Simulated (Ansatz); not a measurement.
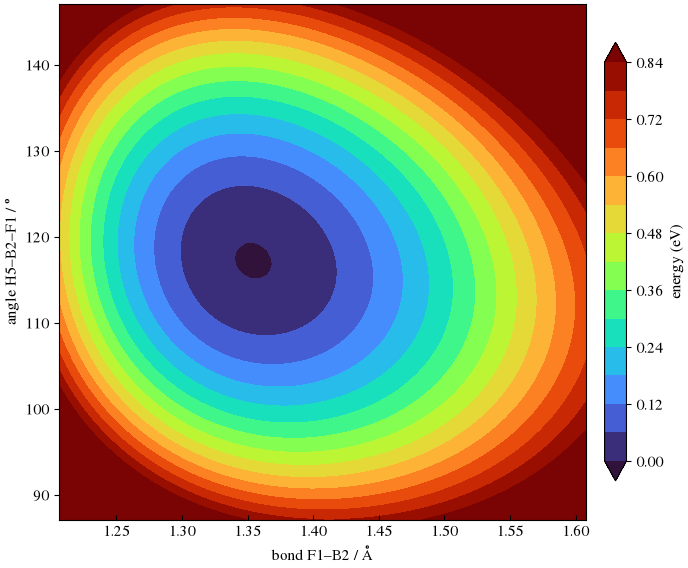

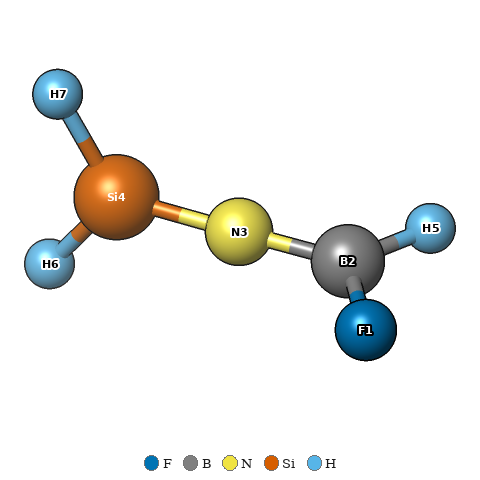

Energy landscape of BFH₃NSi, SMILES FBN=[SiH2]. 
- Two internal coordinates are moved rigidly from the geometry relaxed at PBE0-D4/def2-TZVP, all others fixed.
- The first coordinate is: bond F1–B2; the second: angle H5–B2–F1.
- Grid: 7 × 7 points.
- Points are written as (first, second).
- Energies are in eV, from the lowest grid point.
- Level of theory: RKS PBE-D4/def2-TZVPP in Ansatz 0.2.0.

Drawn: filled contours, one colour for all values above the top of the scale. Between grid points the surface is interpolated. The second picture is the structure at the lowest point.

> Where are the wells?

The lowest grid point is at (1.369 Å, 117°). It is the only kind of minimum in the scanned range. The highest grid point, (1.206 Å, 87°), lies 1.68 eV above the lowest. Round the minimum the two coordinates are weakly coupled (coupling 0.14 in units of the two stiffnesses).
